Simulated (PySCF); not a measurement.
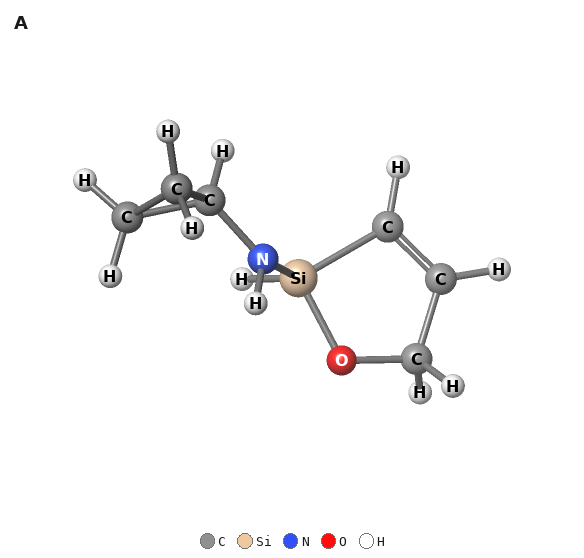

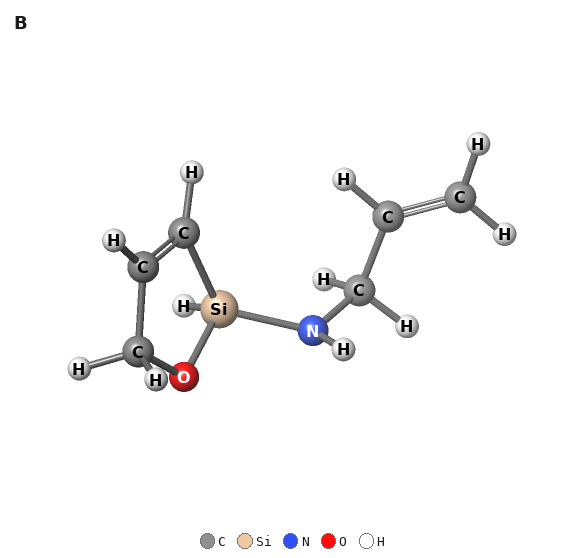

2 stationary structures of one formula. Geometries: GFN2-xTB. Electronic energies: PBE0/pcSseg-1 (PySCF 2.14.0), without zero-point energy. No frequency run is at hand to confirm each as a minimum. Each is one conformer, not always the lowest.

Question: Rank them by energy, lowest first.

Answer: B is lowest; A lies 0.216 eV above it. A is `C1=C[Si@H](NC2CC2)OC1`, B is `C=CCN[Si@@H]1C=CCO1`.

The geometry is semi-empirical. Around Si such bond lengths and angles can be off by a tenth of an ångström or more and by several degrees, and values that hang on the shape move with them.
